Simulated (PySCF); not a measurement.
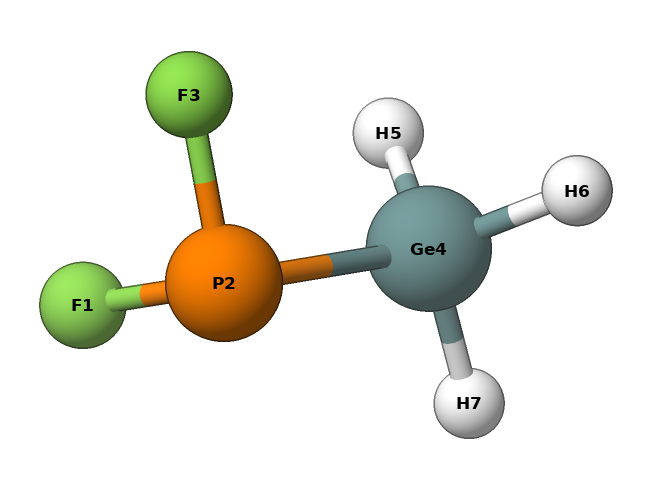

Numbered structure. The geometry was computed by an optimisation with GFN2-xTB. No frequency run is at hand to confirm it as a minimum.

Which atoms are bonded, and how long are the bonds?

| bond | length (Å) |
| --- | --- |
| F1–P2 | 1.626 |
| P2–F3 | 1.626 |
| P2–Ge4 | 2.357 |
| Ge4–H5 | 1.497 |
| Ge4–H6 | 1.497 |
| Ge4–H7 | 1.497 |
